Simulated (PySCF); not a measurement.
## C6H7AlF (charge −1): geometry relaxation

- system: C6H7AlF, charge −1, SMILES [F][AlH2-][c]1ccccc1
- method: PBE0-D3(BJ)/ma-def2-SVP geometry optimisation, gas phase (PySCF 2.14.0)

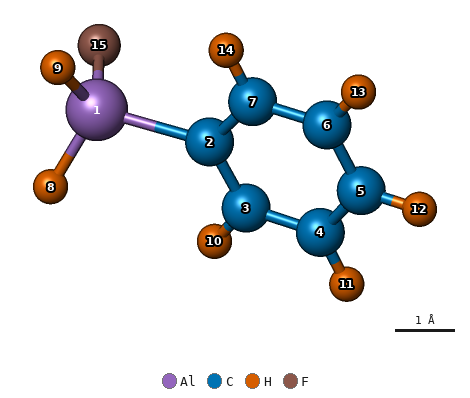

The input geometry (ball-and-stick view, seen at a tilt; atoms are numbered from 1 in the order of the input). Sticks mark near contacts.

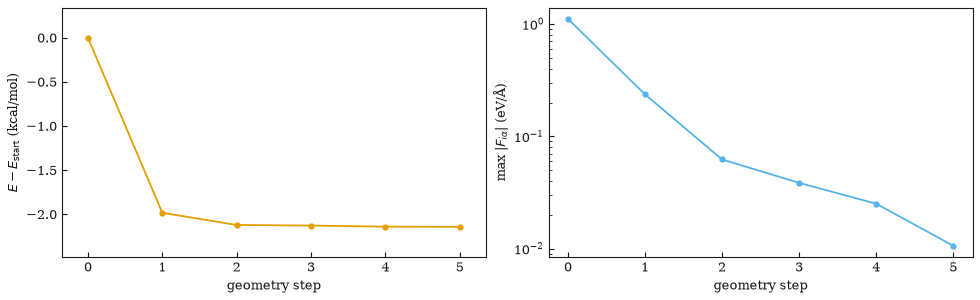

Progress of the relaxation, step by step (steps are counted from 0).

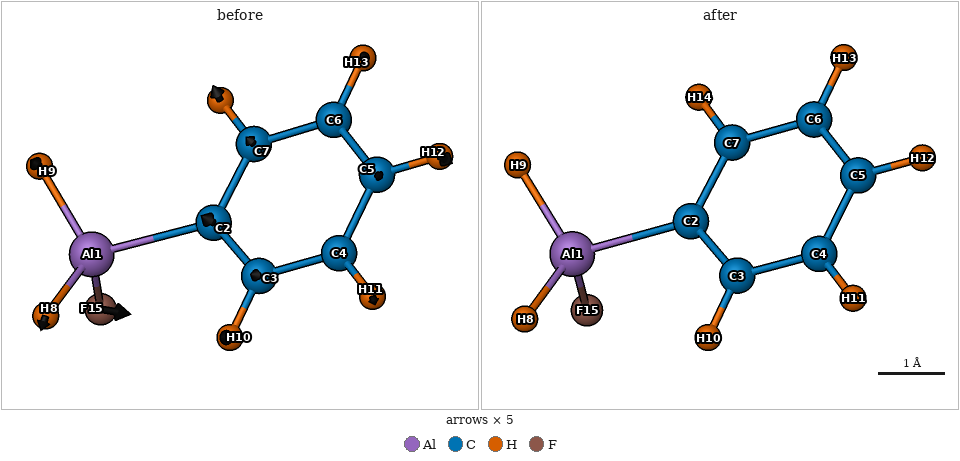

Before (left) and after (right) the relaxation, at one scale (ball-and-stick view, seen at a tilt). The black arrows give the displacements, magnified 5 times. The energy falls by 2.14 kcal/mol in 5 geometry steps. Largest force component: 1.1 eV/Å at the start, 0.011 eV/Å at the end. The largest move after the best rigid fit is that of F15, 0.10 Å. By element the largest moves are F 0.10 Å, H 0.06 Å, C 0.06 Å, Al 0.01 Å. Distances before and after: Al1–F15 1.692 → 1.746 Å, Al1–H8 1.598 → 1.638 Å, Al1–C2 2.060 → 2.029 Å, C3–C4 1.384 → 1.398 Å. (Atoms are counted from 1 in the order of the input.)

The input and output of the run follow.

The input:
```
{"job": {"xc": "PBE0", "basis": "ma-def2-SVP", "d3": "d3bj", "grid": 1, "kind": "geom"}, "charge": -1, "multiplicity": 1}
Al     2.774560    -0.366298    -0.342896
C      0.731457    -0.144775    -0.207861
C      0.081550     1.033339    -0.584233
C     -1.281859     1.218184    -0.433808
C     -2.058442     0.208990     0.111322
C     -1.452451    -0.973352     0.503394
C     -0.087188    -1.133813     0.342802
H      3.443395     1.081636    -0.248275
H      3.249124    -1.355436     0.819151
H      0.681704     1.832889    -1.008390
H     -1.750028     2.150115    -0.738349
H     -3.128434     0.344226     0.232194
H     -2.054491    -1.767067     0.936534
H      0.378657    -2.062599     0.658022
F      3.175904    -1.053876    -1.835331
```

The first line tells a small driver script what to run in PySCF; the rest is the geometry in Å.

Launch command:
```bash
OMP_NUM_THREADS=1 python <driver script> task.json out
```

What the program printed:
```
step   0  E = -574.46032857  max force = 0.021624
step   1  E = -574.46348826  max force = 0.004598
step   2  E = -574.46370779  max force = 0.001209
step   3  E = -574.46371895  max force = 0.000749
step   4  E = -574.46373856  max force = 0.000487
step   5  E = -574.46374167  max force = 0.000207
optimisation converged
```

Trajectory as extended XYZ (Å, eV, eV/Å), 6 frames, from step=0 to step=5:
```
15
Properties=species:S:1:pos:R:3:forces:R:3 step=0 energy=-15631.86175
Al    2.7746   -0.3663   -0.3429   -0.8212   0.3714   0.6992
C     0.7315   -0.1448   -0.2079    0.7314  -0.0508   0.0104
C     0.0815    1.0333   -0.5842    0.3646   0.0835  -0.1204
C    -1.2819    1.2182   -0.4338   -0.2399   0.2188  -0.0799
C    -2.0584    0.2090    0.1113   -0.2710   0.0376   0.0412
C    -1.4525   -0.9734    0.5034   -0.2687  -0.1710   0.0854
C    -0.0872   -1.1338    0.3428    0.3361  -0.1911  -0.0049
H     3.4434    1.0816   -0.2483    0.1794   0.4761   0.0202
H     3.2491   -1.3554    0.8192    0.1147  -0.3239   0.3692
H     0.6817    1.8329   -1.0084    0.1443   0.3631  -0.1524
H    -1.7500    2.1501   -0.7383   -0.1163   0.2976  -0.1061
H    -3.1284    0.3442    0.2322   -0.3432   0.0455   0.0465
H    -2.0545   -1.7671    0.9365   -0.1656  -0.2665   0.1364
H     0.3787   -2.0626    0.6580    0.0861  -0.3826   0.1672
F     3.1759   -1.0539   -1.8353    0.2692  -0.5079  -1.1120
15
Properties=species:S:1:pos:R:3:forces:R:3 step=1 energy=-15631.94773
Al    2.7560   -0.3644   -0.3612    0.2141  -0.0421  -0.0147
C     0.7512   -0.1376   -0.1725   -0.0142  -0.0243  -0.0973
C     0.0976    1.0449   -0.5668    0.0081   0.0532   0.0188
C    -1.2821    1.2249   -0.4325    0.0008   0.0369  -0.0142
C    -2.0682    0.2079    0.1105   -0.0468   0.0036  -0.0051
C    -1.4575   -0.9816    0.5102   -0.0021  -0.0378   0.0166
C    -0.0761   -1.1402    0.3669    0.0138  -0.0233   0.0503
H     3.4481    1.1364   -0.2849   -0.0627  -0.1683  -0.0261
H     3.2642   -1.3991    0.8253   -0.0330   0.1001  -0.1427
H     0.6927    1.8658   -0.9865   -0.0060  -0.0185   0.0003
H    -1.7481    2.1648   -0.7491    0.0058  -0.0080   0.0014
H    -3.1492    0.3419    0.2232    0.0112  -0.0026  -0.0043
H    -2.0625   -1.7880    0.9399    0.0065   0.0065  -0.0051
H     0.3779   -2.0818    0.7006   -0.0002   0.0130  -0.0144
F     3.1391   -1.0767   -1.9228   -0.0951   0.1116   0.2364
15
Properties=species:S:1:pos:R:3:forces:R:3 step=2 energy=-15631.95371
Al    2.7614   -0.3700   -0.3355    0.0180  -0.0003  -0.0622
C     0.7522   -0.1313   -0.1788   -0.0121  -0.0090   0.0381
C     0.0976    1.0524   -0.5702    0.0024  -0.0045  -0.0056
C    -1.2837    1.2287   -0.4413    0.0086   0.0030  -0.0007
C    -2.0699    0.2083    0.0977   -0.0032  -0.0028  -0.0017
C    -1.4572   -0.9800    0.5006    0.0017  -0.0011   0.0022
C    -0.0743   -1.1346    0.3626   -0.0122  -0.0019  -0.0051
H     3.4628    1.1087   -0.2621    0.0069  -0.0047  -0.0028
H     3.2599   -1.4013    0.8357   -0.0060   0.0015  -0.0074
H     0.6915    1.8741   -0.9893    0.0005  -0.0091   0.0060
H    -1.7505    2.1679   -0.7586    0.0035  -0.0084   0.0018
H    -3.1517    0.3393    0.2055    0.0090  -0.0021  -0.0036
H    -2.0615   -1.7878    0.9286    0.0048   0.0064  -0.0050
H     0.3816   -2.0754    0.6957   -0.0044   0.0120  -0.0028
F     3.1252   -1.0819   -1.8906   -0.0174   0.0210   0.0488
15
Properties=species:S:1:pos:R:3:forces:R:3 step=3 energy=-15631.95401
Al    2.7616   -0.3561   -0.3563   -0.0226  -0.0301   0.0348
C     0.7528   -0.1384   -0.1593    0.0060   0.0278  -0.0333
C     0.1013    1.0456   -0.5544   -0.0151  -0.0012   0.0130
C    -1.2801    1.2235   -0.4324   -0.0041  -0.0062   0.0041
C    -2.0698    0.2034    0.1022    0.0078   0.0029  -0.0024
C    -1.4600   -0.9851    0.5090    0.0072   0.0035  -0.0023
C    -0.0768   -1.1413    0.3777    0.0105   0.0122   0.0037
H     3.4560    1.1237   -0.2976    0.0011   0.0256   0.0025
H     3.2866   -1.3852    0.8008    0.0205  -0.0188   0.0246
H     0.6995    1.8654   -0.9705   -0.0042   0.0009  -0.0024
H    -1.7449    2.1625   -0.7527   -0.0003   0.0010  -0.0008
H    -3.1519    0.3345    0.2032   -0.0017  -0.0002  -0.0012
H    -2.0670   -1.7924    0.9331   -0.0015  -0.0009  -0.0002
H     0.3762   -2.0824    0.7121    0.0051  -0.0048  -0.0016
F     3.1014   -1.0615   -1.9146   -0.0089  -0.0116  -0.0385
15
Properties=species:S:1:pos:R:3:forces:R:3 step=4 energy=-15631.95454
Al    2.7593   -0.3729   -0.3558   -0.0007   0.0151   0.0251
C     0.7540   -0.1290   -0.1602    0.0011  -0.0125  -0.0174
C     0.1013    1.0548   -0.5536    0.0012   0.0000   0.0079
C    -1.2802    1.2309   -0.4312   -0.0001  -0.0025   0.0017
C    -2.0688    0.2095    0.1023    0.0038  -0.0004   0.0002
C    -1.4576   -0.9784    0.5086   -0.0006   0.0038  -0.0009
C    -0.0744   -1.1327    0.3769   -0.0002   0.0047   0.0060
H     3.4690    1.1017   -0.2957    0.0059   0.0050   0.0014
H     3.2765   -1.4098    0.8013    0.0018  -0.0027   0.0038
H     0.6979    1.8755   -0.9701    0.0019   0.0025  -0.0035
H    -1.7459    2.1694   -0.7512   -0.0009   0.0021  -0.0006
H    -3.1511    0.3391    0.2025   -0.0025   0.0003   0.0001
H    -2.0638   -1.7867    0.9320   -0.0014  -0.0020   0.0007
H     0.3805   -2.0734    0.7102   -0.0006  -0.0042  -0.0011
F     3.0881   -1.0811   -1.9158   -0.0088  -0.0093  -0.0234
15
Properties=species:S:1:pos:R:3:forces:R:3 step=5 energy=-15631.95463
Al    2.7589   -0.3743   -0.3581    0.0027   0.0019  -0.0020
C     0.7541   -0.1304   -0.1620   -0.0010   0.0024   0.0106
C     0.1024    1.0549   -0.5523    0.0013  -0.0018  -0.0053
C    -1.2789    1.2325   -0.4281    0.0007   0.0008   0.0008
C    -2.0679    0.2115    0.1052   -0.0002   0.0001   0.0009
C    -1.4576   -0.9773    0.5101   -0.0004   0.0000   0.0009
C    -0.0746   -1.1330    0.3767   -0.0009  -0.0026  -0.0049
H     3.4724    1.0995   -0.2978   -0.0002  -0.0056  -0.0012
H     3.2789   -1.4126    0.7976   -0.0012   0.0022  -0.0052
H     0.6992    1.8752   -0.9697   -0.0003  -0.0001   0.0012
H    -1.7439    2.1718   -0.7469    0.0002   0.0001   0.0004
H    -3.1502    0.3419    0.2062    0.0002   0.0005   0.0007
H    -2.0642   -1.7854    0.9335    0.0001   0.0003  -0.0002
H     0.3792   -2.0750    0.7079   -0.0008   0.0006   0.0004
F     3.0766   -1.0822   -1.9221   -0.0003   0.0012   0.0027
```

Key numbers:

| quantity | value |
| --- | --- |
| outcome | converged |
| total energy | −574.463742 hartree |
| point group | Cs |
| hardware | 1 CPU thread, shared host |
| wall time | 79 s |
| peak memory | 0.74 GiB |
